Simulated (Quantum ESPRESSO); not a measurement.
**Ba2Cu3Cl2O4: which magnetic order is lowest**

A self-consistent run ends on one state, which hangs on the start. Several orders of Ba2Cu3Cl2O4 are started in Quantum ESPRESSO and their energies compared.

Program: Quantum ESPRESSO 7.5. Level of theory: LDA; plane waves with GBRV 1.5 LDA potentials, no spin-orbit coupling. Results are calculated unless marked as measured.

### Step 1. Starting point

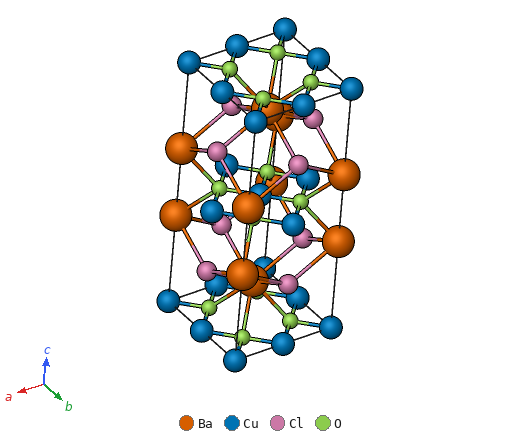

The starting structure, seen from a free direction (barium orange, copper blue, chlorine pink, oxygen green). This picture shows the conventional cell, with its axes. Some periodic images of atoms are drawn too.

The cell comes from the Crystallography Open Database.

### Step 2. Run 1, typed as ferro +++

The signs are those of the starting moments on the seeded atoms, the atoms that are given a moment.

The input, pw.in:

```
&CONTROL
  calculation = 'scf'
  prefix = 'pwscf'
  outdir = './tmp'
  pseudo_dir = './pseudo'
  disk_io = 'nowf'
/
&SYSTEM
  ibrav = 0
  nat = 11
  ntyp = 4
  ecutwfc = 40
  ecutrho = 280
  nbnd = 75
  occupations = 'smearing'
  smearing = 'fd'
  degauss = 0.00367493
  nspin = 2
  starting_magnetization(1) = 0
  starting_magnetization(2) = 0.0526
  starting_magnetization(3) = 0
  starting_magnetization(4) = 0
/
&ELECTRONS
  conv_thr = 2.2d-08
  electron_maxstep = 150
  mixing_beta = 0.3
/
ATOMIC_SPECIES
Ba    137.3270 ba_lda_v1.uspp.F.UPF
Cu     63.5460 cu_lda_v1.2.uspp.F.UPF
Cl     35.4500 cl_lda_v1.4.uspp.F.UPF
O      15.9990 o_lda_v1.2.uspp.F.UPF
CELL_PARAMETERS angstrom
  -2.7585000000    2.7585000000    6.9040000000
   2.7585000000   -2.7585000000    6.9040000000
   2.7585000000    2.7585000000   -6.9040000000
ATOMIC_POSITIONS crystal
Ba      0.3600000000    0.3600000000    0.0000000000
Ba      0.6400000000    0.6400000000    0.0000000000
Cu      0.5000000000    0.0000000000    0.5000000000
Cu      0.0000000000    0.5000000000    0.5000000000
Cu      0.0000000000    0.0000000000    0.0000000000
Cl      0.7500000000    0.2500000000    0.5000000000
Cl      0.2500000000    0.7500000000    0.5000000000
O       0.2500000000    0.2500000000    0.5000000000
O       0.2500000000    0.7500000000    0.0000000000
O       0.7500000000    0.7500000000    0.5000000000
O       0.7500000000    0.2500000000    0.0000000000
K_POINTS automatic
6 6 6 0 0 0
```

Launch:

```sh
> OMP_NUM_THREADS=1 mpirun -n 4 pw.x -nk 4 -in pw.in > pw.out
```

The program printed:

```text
Program PWSCF v.7.5 starts

     Message from routine setup:
     using ibrav=0 with symmetry is DISCOURAGED, use correct ibrav instead

     K-points division:     npool     =       4
     Subspace diagonalization in iterative solution of the eigenvalue problem:

     G-vector sticks info
     --------------------
     sticks:   dense  smooth     PW     G-vecs:    dense   smooth      PW
     Sum        4283    2461    793               112021    48469    8889

     Using Slab Decomposition

     bravais-lattice index     =            0
     lattice parameter (alat)  =      14.9854  a.u.
     unit-cell volume          =    1418.0886 (a.u.)^3
     number of atoms/cell      =           11
     number of atomic types    =            4
     number of electrons       =       115.00
     number of Kohn-Sham states=           75
     kinetic-energy cutoff     =      40.0000  Ry
     charge density cutoff     =     280.0000  Ry
     scf convergence threshold =      2.2E-08
     mixing beta               =       0.3000
     number of iterations used =            8  plain     mixing
     Exchange-correlation= SLA  PZ   NOGX NOGC
                           (   1   1   0   0   0   0   0)

     celldm(1)=  14.985404  celldm(2)=   0.000000  celldm(3)=   0.000000
     celldm(4)=   0.000000  celldm(5)=   0.000000  celldm(6)=   0.000000

     crystal axes: (cart. coord. in units of alat)
               a(1) = (  -0.347859   0.347859   0.870625 )
               a(2) = (   0.347859  -0.347859   0.870625 )
               a(3) = (   0.347859   0.347859  -0.870625 )

     reciprocal axes: (cart. coord. in units 2 pi/alat)
               b(1) = ( -0.000000  1.437364  0.574300 )
               b(2) = (  1.437364 -0.000000  0.574300 )
               b(3) = (  1.437364  1.437364  0.000000 )

     PseudoPot. # 1 for Ba read from file:
     ba_lda_v1.uspp.F.UPF
     Pseudo is Ultrasoft + core correction, Zval = 10.0
     Generated by new atomic code, or converted to UPF format
     Using radial grid of  907 points,  7 beta functions with:
                l(1) =   0
                l(2) =   0
                l(3) =   1
                l(4) =   1
                l(5) =   2
                l(6) =   2
                l(7) =   3
     Q(r) pseudized with  6 coefficients,  rinner =    1.700   1.700   1.700
                                                       1.700   1.700   1.700
                                                       1.700

     PseudoPot. # 2 for Cu read from file:
     cu_lda_v1.2.uspp.F.UPF
     Pseudo is Ultrasoft + core correction, Zval = 19.0
     Generated by new atomic code, or converted to UPF format
     Using radial grid of  867 points,  6 beta functions with:
                l(1) =   0
                l(2) =   0
                l(3) =   1
                l(4) =   1
                l(5) =   2
                l(6) =   2
     Q(r) pseudized with  8 coefficients,  rinner =    1.150   1.150   1.150
                                                       1.150   1.150

     PseudoPot. # 3 for Cl read from file:
     cl_lda_v1.4.uspp.F.UPF
     Pseudo is Ultrasoft + core correction, Zval =  7.0
     Generated by new atomic code, or converted to UPF format
     Using radial grid of  909 points,  6 beta functions with:
                l(1) =   0
                l(2) =   0
                l(3) =   1
                l(4) =   1
                l(5) =   2
                l(6) =   2
     Q(r) pseudized with  8 coefficients,  rinner =    1.300   1.300   1.300
                                                       1.300   1.300

     PseudoPot. # 4 for O  read from file:
     o_lda_v1.2.uspp.F.UPF
     Pseudo is Ultrasoft + core correction, Zval =  6.0
     Generated by new atomic code, or converted to UPF format
     Using radial grid of  737 points,  5 beta functions with:
                l(1) =   0
                l(2) =   0
                l(3) =   1
                l(4) =   1
                l(5) =   2
     Q(r) pseudized with  8 coefficients,  rinner =    0.900   0.900   0.900
                                                       0.900   0.900

     atomic species   valence    mass     pseudopotential
     Ba               10.00   137.32700     Ba( 1.00)
     Cu               19.00    63.54600     Cu( 1.00)
     Cl                7.00    35.45000     Cl( 1.00)
     O                 6.00    15.99900     O ( 1.00)

     Starting magnetic structure
     atomic species   magnetization
     Ba              0.000
     Cu              0.053
     Cl              0.000
     O               0.000

     16 Sym. Ops., with inversion, found

   Cartesian axes

     site n.     atom                  positions (alat units)
         1        Ba     tau(   1) = (  -0.0000000   0.0000000   0.6268501  )
         2        Ba     tau(   2) = (   0.0000000  -0.0000000   1.1144001  )
         3        Cu     tau(   3) = (   0.0000000   0.3478591   0.0000000  )
         4        Cu     tau(   4) = (   0.3478591   0.0000000   0.0000000  )
         5        Cu     tau(   5) = (   0.0000000   0.0000000   0.0000000  )
         6        Cl     tau(   6) = (   0.0000000   0.3478591   0.4353126  )
         7        Cl     tau(   7) = (   0.3478591  -0.0000000   0.4353126  )
         8        O      tau(   8) = (   0.1739296   0.1739296   0.0000000  )
         9        O      tau(   9) = (   0.1739296  -0.1739296   0.8706251  )
        10        O      tau(  10) = (   0.1739296   0.1739296   0.8706251  )
        11        O      tau(  11) = (  -0.1739296   0.1739296   0.8706251  )

     number of k points=    30  Fermi-Dirac smearing, width (Ry)=  0.0037
                       cart. coord. in units 2pi/alat
        k(    1) = (   0.0000000   0.0000000   0.0000000), wk =   0.0046296
        k(    2) = (   0.2395606   0.2395606   0.0000000), wk =   0.0185185
        k(    3) = (   0.4791212   0.4791212   0.0000000), wk =   0.0185185
        k(    4) = (  -0.7186818  -0.7186818   0.0000000), wk =   0.0092593
        k(    5) = (   0.2395606  -0.0000000   0.0957167), wk =   0.0370370
        [... 25 further k-points ...]

     Dense  grid:   112021 G-vectors     FFT dimensions: (  80,  80,  80)

     Smooth grid:    48469 G-vectors     FFT dimensions: (  64,  64,  64)

     Check: negative core charge=   -0.000002
     Generating pointlists ...
     new r_m :   0.1429 (alat units)  2.1407 (a.u.) for type    1
     new r_m :   0.1015 (alat units)  1.5205 (a.u.) for type    2
     new r_m :   0.1638 (alat units)  2.4547 (a.u.) for type    3
     new r_m :   0.1015 (alat units)  1.5205 (a.u.) for type    4

     Initial potential from superposition of free atoms

     starting charge     111.9746, renormalised to     115.0000

     negative rho (up, down):  1.156E-01 1.156E-01
     Starting wfcs are   89 randomized atomic wfcs

     Self-consistent Calculation

     iteration #  1     ecut=    40.00 Ry     beta= 0.30
     Davidson diagonalization with overlap
     ethr =  1.00E-02,  avg # of iterations =  3.1

     negative rho (up, down):  1.119E-01 1.118E-01

     total energy              =   -1547.35124958 Ry
     estimated scf accuracy    <       1.78588820 Ry

     total magnetization       =     1.62 Bohr mag/cell
     absolute magnetization    =     1.75 Bohr mag/cell

     iteration #  2     ecut=    40.00 Ry     beta= 0.30
     Davidson diagonalization with overlap
     ethr =  1.55E-03,  avg # of iterations =  2.3

     negative rho (up, down):  1.098E-01 1.097E-01

     total energy              =   -1547.69920460 Ry
     estimated scf accuracy    <       0.28264445 Ry

     total magnetization       =     0.92 Bohr mag/cell
     absolute magnetization    =     1.08 Bohr mag/cell

     iteration #  3     ecut=    40.00 Ry     beta= 0.30
     Davidson diagonalization with overlap
     ethr =  2.46E-04,  avg # of iterations =  5.8

     negative rho (up, down):  1.086E-01 1.086E-01

     total energy              =   -1547.69062467 Ry
     estimated scf accuracy    <       0.18384084 Ry

     total magnetization       =     0.96 Bohr mag/cell
     absolute magnetization    =     1.10 Bohr mag/cell

     [... further iterations left out ...]

     iteration # 34     ecut=    40.00 Ry     beta= 0.30
     Davidson diagonalization with overlap
     ethr =  2.73E-09,  avg # of iterations =  3.0

     negative rho (up, down):  1.044E-01 1.044E-01

     total energy              =   -1547.71631135 Ry
     estimated scf accuracy    <       0.00000693 Ry

     total magnetization       =    -0.05 Bohr mag/cell
     absolute magnetization    =     0.06 Bohr mag/cell

     iteration # 35     ecut=    40.00 Ry     beta= 0.30
     Davidson diagonalization with overlap
     ethr =  2.73E-09,  avg # of iterations =  4.0

     negative rho (up, down):  1.044E-01 1.044E-01

     total energy              =   -1547.71636205 Ry
     estimated scf accuracy    <       0.00000008 Ry

     total magnetization       =     0.00 Bohr mag/cell
     absolute magnetization    =     0.00 Bohr mag/cell

     iteration # 36     ecut=    40.00 Ry     beta= 0.30
     Davidson diagonalization with overlap
     ethr =  6.91E-11,  avg # of iterations =  4.0

     negative rho (up, down):  1.044E-01 1.044E-01

     total energy              =   -1547.71636279 Ry
     estimated scf accuracy    <       0.00000004 Ry

     total magnetization       =    -0.01 Bohr mag/cell
     absolute magnetization    =     0.01 Bohr mag/cell

     iteration # 37     ecut=    40.00 Ry     beta= 0.30
     Davidson diagonalization with overlap
     ethr =  3.55E-11,  avg # of iterations =  4.0

     negative rho (up, down):  1.044E-01 1.044E-01

     Magnetic moment per site  (integrated on atomic sphere of radius R)
     atom   1 (R=0.143)  charge=  6.6006  magn= -0.0000
     atom   2 (R=0.143)  charge=  6.6006  magn= -0.0000
     atom   3 (R=0.101)  charge= 16.4540  magn=  0.0000
     atom   4 (R=0.101)  charge= 16.4540  magn=  0.0000
     atom   5 (R=0.101)  charge= 16.4160  magn= -0.0016
     atom   6 (R=0.164)  charge=  6.7103  magn= -0.0000
     atom   7 (R=0.164)  charge=  6.7103  magn= -0.0000
     atom   8 (R=0.101)  charge=  5.2938  magn= -0.0003
     atom   9 (R=0.101)  charge=  5.2938  magn= -0.0003
     atom  10 (R=0.101)  charge=  5.2938  magn= -0.0003
     atom  11 (R=0.101)  charge=  5.2938  magn= -0.0003

     End of self-consistent calculation

     [... lines left out ...]
     the Fermi energy is     7.1045 ev

!    total energy              =   -1547.71636303 Ry
     estimated scf accuracy    <       0.00000001 Ry
     smearing contrib. (-TS)   =      -0.00238921 Ry
     internal energy E=F+TS    =   -1547.71397382 Ry

     The total energy is F=E-TS. E is the sum of the following terms:
     one-electron contribution =   -1680.06204257 Ry
     hartree contribution      =     887.45646108 Ry
     xc contribution           =    -217.59516609 Ry
     ewald contribution        =    -537.51322624 Ry

     total magnetization       =    -0.00 Bohr mag/cell
     absolute magnetization    =     0.00 Bohr mag/cell

     convergence has been achieved in  37 iterations

=------------------------------------------------------------------------------=
   JOB DONE.
=------------------------------------------------------------------------------=
```

Wall time 11 min (4 MPI ranks of Arm Neoverse V2, shared host); peak memory 1.7 GiB; 44 min of CPU time.

Spin moment in the atom's sphere by atom:

```
atom  spin moment in the atom's sphere (μB)
 Ba1                                 0.0000
 Ba2                                 0.0000
 Cu3                                 0.0000
 Cu4                                 0.0000
 Cu5                                -0.0016
 Cl6                                 0.0000
 Cl7                                 0.0000
  O8                                -0.0003
  O9                                -0.0003
 O10                                -0.0003
 O11                                -0.0003
```

Numbers from this step:

* smearing term TS: 0.03251 eV
* magnetization: 0 μB
* absolute magnetization: 0 μB
* final state: non-magnetic

(Continued in part 2 of 2.)

[Logs and program files are shortened in this print: banners, set-up blocks, solver, clock and traceback lines can be left out without a mark of their own.]

[Logs are printed without paths, hosts, clocks, repeated set-up lines and the standing remarks that a program may print on its own settings, such as how far it seeks lower states.]

[Hosts, paths, dates, database ids (printed as entryN), source tags and the programs' standing remarks are cut or masked in the printed files.]

[Where a cell is said to come from a database of computed structures, the database is the Materials Project.]
